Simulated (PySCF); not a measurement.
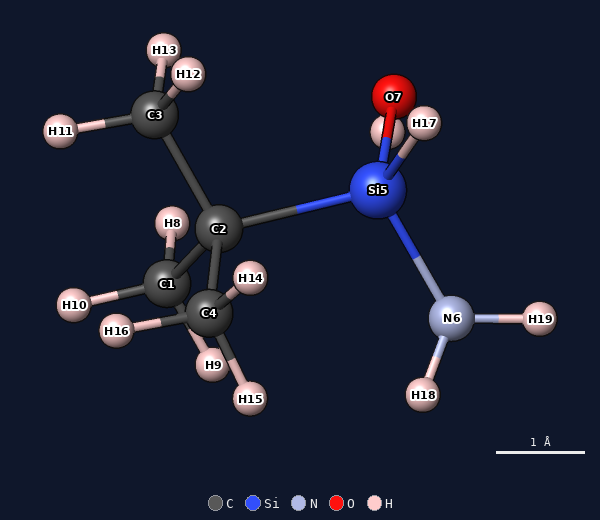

Fig. 1: The structure (ball-and-stick view, seen at a tilt; atoms are numbered from 1 in the order of the input).

**What a change does: NMR shielding calculation on C$_{4}$H$_{13}$NOSi**

System: C$_{4}$H$_{13}$NOSi.
Method of run 1: GIAO PBE0/pcSseg-1 NMR shielding, non-relativistic, gas phase (PySCF 2.14.0).

The geometry comes from this level: PBE0-D3(BJ)/def2-SVP. Text and figures count atoms from 1; the logs count them from 0 in places.

### Input, run 1
```
{"job": {"kind": "nmr", "xc": "PBE0", "basis": "pcSseg-1"}, "charge": 0, "multiplicity": 1}
C     -0.767684    -0.156345    -1.281457
C     -0.709065     0.184586     0.209931
C     -1.589762     1.403634     0.499478
C     -1.184047    -1.006644     1.045807
Si     1.068003     0.644085     0.684556
N      2.072906    -0.727350     0.357179
O      1.637710     1.951452    -0.185851
H     -0.441013     0.695281    -1.900359
H     -0.124608    -1.014813    -1.531886
H     -1.799468    -0.407243    -1.585602
H     -2.634855     1.207741     0.200700
H     -1.593506     1.658003     1.571772
H     -1.241507     2.291844    -0.051168
H     -1.099646    -0.808772     2.127288
H     -0.613704    -1.924567     0.827758
H     -2.245148    -1.230426     0.835164
H      1.091767     1.140143     2.094302
H      1.677553    -1.658756     0.417505
H      3.043349    -0.734757     0.651354
H      1.907821     1.739104    -1.084543
```

The first line tells a small driver script what to run in PySCF; the rest is the geometry in Å.

Command:
```bash
OMP_NUM_THREADS=1 python <driver script> task.json out
```

Hardware: 1 CPU thread, shared host.

### Output (run 1)
```
coarse grid: 16176 points
cycle   1  E = -579.1047607778  dE =  5.010e-01  |g| = 8.436e-01  |ddm| = 3.769e+00
cycle   2  E = -578.9722459331  dE =  1.325e-01  |g| = 1.190e+00  |ddm| = 1.682e+00
cycle   3  E = -579.2461578953  dE = -2.739e-01  |g| = 1.074e-01  |ddm| = 1.110e+00
cycle   4  E = -579.2480841772  dE = -1.926e-03  |g| = 4.515e-02  |ddm| = 1.143e-01
cycle   5  E = -579.2485124993  dE = -4.283e-04  |g| = 8.768e-03  |ddm| = 4.449e-02
cycle   6  E = -579.2485277942  dE = -1.529e-05  |g| = 3.027e-03  |ddm| = 1.017e-02
cycle   7  E = -579.2485297377  dE = -1.943e-06  |g| = 4.536e-04  |ddm| = 2.326e-03
final grid: 148800 points
cycle   8  E = -579.2977381084  dE = -4.423e-05  |g| = 1.142e-02  |ddm| = 3.557e-02
cycle   9  E = -579.2977118315  dE =  2.628e-05  |g| = 1.595e-02  |ddm| = 2.248e-02
cycle  10  E = -579.2977678180  dE = -5.599e-05  |g| = 1.416e-03  |ddm| = 1.350e-02
cycle  11  E = -579.2977682000  dE = -3.820e-07  |g| = 2.728e-04  |ddm| = 1.192e-03
cycle  12  E = -579.2977682134  dE = -1.344e-08  |g| = 8.028e-05  |ddm| = 2.890e-04
cycle  13  E = -579.2977682146  dE = -1.183e-09  |g| = 2.877e-05  |ddm| = 8.282e-05
cycle  14  E = -579.2977682148  dE = -1.794e-10  |g| = 3.148e-06  |ddm| = 2.456e-05
converged SCF energy = -579.2977682148

GIAO shielding tensors (ppm)
atom      isotropic    diamagn.    paramagn.     s11        s22        s33       span
  0 C      159.398     249.551     -90.153    144.784    148.686    184.724     39.940
  1 C      166.882     251.473     -84.591    163.421    167.603    169.621      6.200
  2 C      157.916     247.690     -89.774    143.008    146.402    184.339     41.330
  3 C      158.321     248.595     -90.274    141.458    148.611    184.893     43.434
  4 Si     358.783     880.565    -521.782    326.416    367.231    382.701     56.285
  5 N      240.872     320.366     -79.494    215.740    245.972    260.905     45.165
  6 O      292.100     389.882     -97.782    249.057    309.166    318.078     69.021
  7 H       30.329      32.725      -2.397     26.004     28.567     36.416     10.412
  8 H       30.269      32.893      -2.624     25.513     29.194     36.099     10.586
  9 H       30.601      31.923      -1.322     26.928     28.135     36.740      9.812
 10 H       30.656      30.689      -0.033     26.983     28.189     36.797      9.815
 11 H       30.360      30.660      -0.300     26.345     27.623     37.112     10.766
 12 H       29.944      30.620      -0.676     25.139     28.587     36.106     10.967
 13 H       30.328      31.253      -0.926     26.459     27.590     36.933     10.473
 14 H       30.729      32.468      -1.739     26.026     29.440     36.721     10.696
 15 H       30.533      31.217      -0.683     26.871     28.066     36.663      9.793
 16 H       26.619      30.292      -3.674     23.842     24.195     31.819      7.976
 17 H       30.762      33.775      -3.013     22.746     29.566     39.975     17.230
 18 H       30.670      29.757       0.914     23.521     25.956     42.533     19.011
 19 H       30.364      32.508      -2.144     22.865     25.727     42.501     19.636
```

The input of run 2 differs as follows (lines with − go, lines with + come):
```diff
-"xc": "PBE0"
+"xc": "wB97X-D"
+"pop": false
```

What does this change do to the results?

The total energies belong to different methods, so their difference says nothing on which is more stable or more accurate. The HOMO goes from −7.34 to −9.23 eV. The LUMO goes from 0.90 to 2.71 eV. Of all shieldings, the largest change is that of O7, by +2.0 ppm. The functional changes from PBE0 to wB97X-D. The SCF takes 13 iterations against 14.

### Output (run 2)
```
coarse grid: 16176 points
cycle   1  E = -579.4911683103  dE =  6.740e-01  |g| = 7.819e-01  |ddm| = 3.710e+00
cycle   2  E = -579.4819525919  dE =  9.216e-03  |g| = 8.648e-01  |ddm| = 1.154e+00
cycle   3  E = -579.6108408981  dE = -1.289e-01  |g| = 6.863e-02  |ddm| = 6.212e-01
cycle   4  E = -579.6115997425  dE = -7.588e-04  |g| = 3.681e-02  |ddm| = 7.409e-02
cycle   5  E = -579.6118871516  dE = -2.874e-04  |g| = 6.207e-03  |ddm| = 3.508e-02
cycle   6  E = -579.6118957715  dE = -8.620e-06  |g| = 1.848e-03  |ddm| = 7.560e-03
final grid: 148800 points
cycle   7  E = -579.6666453069  dE = -1.951e-04  |g| = 7.077e-03  |ddm| = 4.375e-02
cycle   8  E = -579.6666483028  dE = -2.996e-06  |g| = 6.840e-03  |ddm| = 1.179e-02
cycle   9  E = -579.6666572807  dE = -8.978e-06  |g| = 5.184e-04  |ddm| = 4.525e-03
cycle  10  E = -579.6666573794  dE = -9.869e-08  |g| = 2.825e-04  |ddm| = 1.228e-03
cycle  11  E = -579.6666573976  dE = -1.820e-08  |g| = 7.683e-05  |ddm| = 3.556e-04
cycle  12  E = -579.6666573992  dE = -1.608e-09  |g| = 2.628e-05  |ddm| = 1.136e-04
cycle  13  E = -579.6666573994  dE = -1.971e-10  |g| = 9.420e-06  |ddm| = 5.195e-05
converged SCF energy = -579.6666573994

GIAO shielding tensors (ppm)
atom      isotropic    diamagn.    paramagn.     s11        s22        s33       span
  0 C      159.451     249.507     -90.056    145.028    148.921    184.403     39.375
  1 C      167.830     251.448     -83.618    164.002    168.607    170.881      6.878
  2 C      158.034     247.584     -89.550    143.523    146.504    184.075     40.553
  3 C      158.482     248.537     -90.055    141.868    148.954    184.625     42.757
  4 Si     358.446     880.517    -522.071    326.150    366.689    382.500     56.350
  5 N      241.505     320.686     -79.181    215.983    247.100    261.432     45.450
  6 O      294.117     390.398     -96.281    251.001    310.209    321.140     70.139
  7 H       30.456      32.904      -2.448     26.163     28.693     36.513     10.350
  8 H       30.397      33.112      -2.715     25.683     29.320     36.188     10.505
  9 H       30.686      32.039      -1.352     26.970     28.252     36.837      9.867
 10 H       30.739      30.772      -0.034     27.031     28.300     36.885      9.855
 11 H       30.479      30.771      -0.292     26.480     27.759     37.197     10.717
 12 H       30.073      30.743      -0.670     25.296     28.721     36.203     10.907
 13 H       30.456      31.383      -0.927     26.609     27.721     37.038     10.428
 14 H       30.850      32.674      -1.825     26.170     29.572     36.806     10.636
 15 H       30.626      31.320      -0.693     26.932     28.191     36.756      9.824
 16 H       26.818      30.479      -3.661     24.011     24.409     32.035      8.025
 17 H       30.875      33.912      -3.037     22.875     29.697     40.051     17.176
 18 H       30.766      29.690       1.076     23.590     26.112     42.596     19.007
 19 H       30.461      32.604      -2.144     22.971     25.842     42.569     19.598
```

### The two runs side by side

| quantity | run 1 | run 2 |
| --- | --- | --- |
| outcome | converged | converged |
| total energy (hartree) | −579.297768 | −579.666657 |
| HOMO (eV) | −7.34 | −9.23 |
| LUMO (eV) | 0.90 | 2.71 |
| dipole moment (D) | 2.13 | 2.14 |
| shielding of C2 (ppm) | 166.9 | 167.8 |
| shielding of C4 (ppm) | 158.3 | 158.5 |
| shielding of Si5 (ppm) | 358.8 | 358.4 |
| shielding of N6 (ppm) | 240.9 | 241.5 |
| shielding of O7 (ppm) | 292.1 | 294.1 |
| shielding of H13 (ppm) | 29.9 | 30.1 |
| shielding of H17 (ppm) | 26.6 | 26.8 |
| SCF iterations | 14 | 13 |
| basis functions | 191 | 191 |
| wall time (shared host) | 39 s | 37 s |
